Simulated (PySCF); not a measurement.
# Ways to converge the SCF of SiSb

The same problem is solved with other solver options, one edit a run.

The runs use PySCF 2.14.0; method and basis as typed in the scripts.

2 further runs of the same task are left out: 2 that didn't finish.

## 1. The system as given

SiSb: 2 atoms, charge 0, spin multiplicity 2.

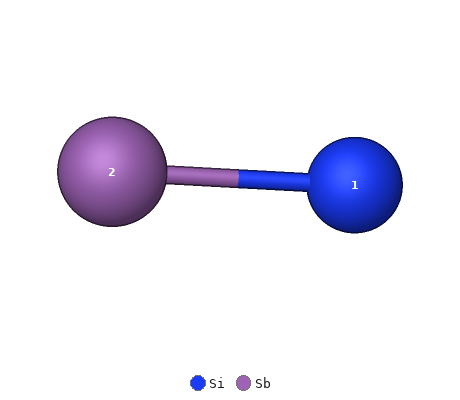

Start geometry, drawn with silicon blue, antimony purple; atoms are numbered from 1 in the order of the file.

## 2. The run that the others are compared with

Input file input.py:

```python
from pyscf import gto, scf, tdscf

mol = gto.M(
    atom='Si 0 0 0; Sb 0 0 2.604',
    basis='def2-svpd',
    ecp={'Sb': 'def2-svpd'},
    charge=0,
    spin=1,
    verbose=3,
)
mf = scf.UHF(mol)
mf.kernel()
td = tdscf.TDA(mf)
td.nstates = 4
td.kernel()
td.analyze(verbose=3)
mf.dip_moment()
print('orbital energies (hartree):', [e[max(0, n-3):n+3].round(4) for e, n in zip(mf.mo_energy, mol.nelec)])
```

Command:

```
> python input.py
```

The log of this run is left out.

Base result: E(SCF) = -527.995525 Eh, ⟨S²⟩ = 0.785, μ = 1.23 D, excitations 0.07, 0.59, 0.59, 1.18 eV.

The bond length is a typed value, not an optimised one.

## 3. Initial guess random

Run 1 changes initial guess: minao → random.

Changes to input.py since step 2:

```diff
@@ -11,2 +11,3 @@
 mf = scf.UHF(mol)
+mf.init_guess = 'random'
 mf.kernel()
```

Command:

```
> python input.py
```

The log of the run:

```text
WARN: HOMO -0.677820477563976 >= LUMO -0.677820477563976

converged SCF energy = -527.995525475767  <S^2> = 0.78509285  2S+1 = 2.0347903
Excitation energies (eV)
[0.07261844 0.59111135 0.59111135 1.17604347]

** Excitation energies and oscillator strengths **
Excited State   1:      0.07262 eV  17073.38 nm  f=0.0000
Excited State   2:      0.59111 eV   2097.48 nm  f=0.0000
Excited State   3:      0.59111 eV   2097.48 nm  f=0.0000
Excited State   4:      1.17604 eV   1054.25 nm  f=0.0000
Dipole moment(X, Y, Z, Debye): -0.00000, -0.00000, -1.23225
orbital energies (hartree): [array([-0.3623, -0.2706, -0.2706, -0.0104, -0.0104,  0.0645]), array([-0.4946, -0.2652, -0.2652, -0.0493,  0.0008,  0.0008])]
```

Run time: 2 s. Hardware: 1 thread, shared host.

Result: E(SCF) = -527.995525 Eh (no change), ⟨S²⟩ = 0.785, μ = 1.23 D, excitations 0.07, 0.59, 0.59, 1.18 eV.

## 4. Damping 0.8

Run 2 changes damping: none → 0.8.

Changes to input.py since step 2:

```diff
@@ -11,2 +11,4 @@
 mf = scf.UHF(mol)
+mf.damp = 0.8
+mf.diis_start_cycle = 8
 mf.kernel()
```

Command:

```
> python input.py
```

The log of the run:

```text
WARN: HOMO -0.677820477563976 >= LUMO -0.677820477563976

converged SCF energy = -527.995525475681  <S^2> = 0.78509448  2S+1 = 2.0347919
Excitation energies (eV)
[0.07262857 0.59111284 0.59111284 1.17598958]

** Excitation energies and oscillator strengths **
Excited State   1:      0.07263 eV  17070.99 nm  f=0.0000
Excited State   2:      0.59111 eV   2097.47 nm  f=0.0000
Excited State   3:      0.59111 eV   2097.47 nm  f=0.0000
Excited State   4:      1.17599 eV   1054.30 nm  f=0.0000
Dipole moment(X, Y, Z, Debye): -0.00000, -0.00000, -1.23219
orbital energies (hartree): [array([-0.3623, -0.2706, -0.2706, -0.0104, -0.0104,  0.0645]), array([-0.4946, -0.2652, -0.2652, -0.0493,  0.0008,  0.0008])]
```

Wall time 2 s (1 thread, shared host).

This run: E(SCF) = -527.995525 Eh (no change), ⟨S²⟩ = 0.785, μ = 1.23 D, excitations 0.07, 0.59, 0.59, 1.18 eV.

The script also starts DIIS later, which adds to the count of cycles.

## 5. DIIS space 12

Run 3 changes DIIS space: default → 12.

Changes to input.py since step 2:

```diff
@@ -11,2 +11,3 @@
 mf = scf.UHF(mol)
+mf.diis_space = 12
 mf.kernel()
```

Command:

```
> python input.py
```

The log of the run:

```text
WARN: HOMO -0.677820477563976 >= LUMO -0.677820477563976

converged SCF energy = -527.99552547571  <S^2> = 0.7850945  2S+1 = 2.0347919
Excitation energies (eV)
[0.07262609 0.59110975 0.59110975 1.17598448]

** Excitation energies and oscillator strengths **
Excited State   1:      0.07263 eV  17071.58 nm  f=0.0000
Excited State   2:      0.59111 eV   2097.48 nm  f=0.0000
Excited State   3:      0.59111 eV   2097.48 nm  f=0.0000
Excited State   4:      1.17598 eV   1054.30 nm  f=0.0000
Dipole moment(X, Y, Z, Debye): -0.00000, -0.00000, -1.23223
orbital energies (hartree): [array([-0.3623, -0.2706, -0.2706, -0.0104, -0.0104,  0.0645]), array([-0.4946, -0.2652, -0.2652, -0.0493,  0.0008,  0.0008])]
```

Run time: 2 s. Hardware: 1 thread, shared host.

This run: E(SCF) = -527.995525 Eh (no change), ⟨S²⟩ = 0.785, μ = 1.23 D, excitations 0.07, 0.59, 0.59, 1.18 eV.

## 6. Comparison

```csv
run,E(SCF) (hartree),from base (eV),SCF dipole (D),after the SCF
base,-527.995525,0,1.23,lowest root found 0.07 eV
initial guess random,-527.995525,0.0000,1.23,lowest root found 0.07 eV
damping 0.8,-527.995525,0.0000,1.23,lowest root found 0.07 eV
DIIS space 12,-527.995525,0.0000,1.23,lowest root found 0.07 eV
```

Wall time on 1 thread, shared host, start-up included: base 2.3 s; initial guess random 2 s; damping 0.8 2 s; DIIS space 12 2 s.

**Reading.** No change of the SCF energy comes from initial guess random or damping 0.8 or DIIS space 12. PySCF falls back to minao for a guess that it doesn't know or can't read, so that run repeats the base.
